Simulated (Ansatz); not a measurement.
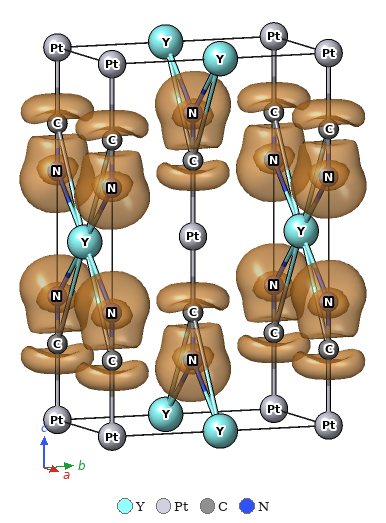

Figure. YPtC2N2. Isosurface of the electron localisation function at 0.7 (orange), seen slightly off an axis. Core shells and regions of very low density are left out. Sticks mark near contacts.

Space group Immm; a structure generated by program, which may or may not match a known phase; computed without spin polarisation.

Computed with Ansatz, DFT PBE, scalar-relativistic, plane waves, PAW.

In a PAW calculation such maps are meaningful between the atoms, not at the nuclei.

Input file:

```
crystal:
  lattice:
    - [-1.7992932146, 2.9150649894, 4.6982528718]
    - [1.7992932146, -2.9150649894, 4.6982528718]
    - [1.7992932146, 2.9150649894, -4.6982528718]
  atoms:
    - { symbol: "Y", position: [0.5, 0.0, 0.5] }
    - { symbol: Pt, position: [0.0, 0.0, 0.0] }
    - { symbol: C, position: [0.7960382555, 0.7960382555, 0.0] }
    - { symbol: C, position: [0.2039617445, 0.2039617445, 0.0] }
    - { symbol: "N", position: [0.6681200935, 0.6681200935, 0.0] }
    - { symbol: "N", position: [0.3318799065, 0.3318799065, 0.0] }
basis:
  ecutwfc: 420
kpoints:
  mp_grid: { grid: [12, 12, 12] }
hamiltonian:
  xc: pbe
scf:
  occupations: { method: gaussian, width: 0.1 }
output:
  forces: true
  stress: true
  eigenvalues: true
  write_density: true
  write_potential: true
  elf: true
  volumetric_format: npy
relax:
  adjacent_minimum: "off"
  f_tol: 0.01
  max_steps: 80
  cell: { stress_tol: 0.05 }
```

Run with:

```sh
ansatz run input.yaml --threads 1 --pin off --max-ram 2560MiB --backend cpu --events-out ev --progress --plain --runs-dir out
```

Below, planes, directions and counts refer to the conventional cell (a = 3.60 Å, b = 5.85 Å, c = 9.39 Å, α = 90.00°, β = 90.00°, γ = 90.00°).

The fields are those of the run's last geometry, not of the input's.

**Identify the bonds, lone pairs and shells in this picture.**

At this value the surface marks out four lobes of the valence shell of C pointing towards Pt (polar bonds) and four regions on N in which the atom's valence shell and bonds are merged, counted in one cell of 12 atoms. Any copies at cell faces, edges or corners count once. Along the contacts the grid gives the following. C–N (1.20 Å): the ELF peaks at about 0.85 between the atoms. Pt–C (1.92 Å): the ELF peaks at about 0.90 in the valence shell of C, 0.6 Å from its nucleus, and is about 0.25 at the midpoint.
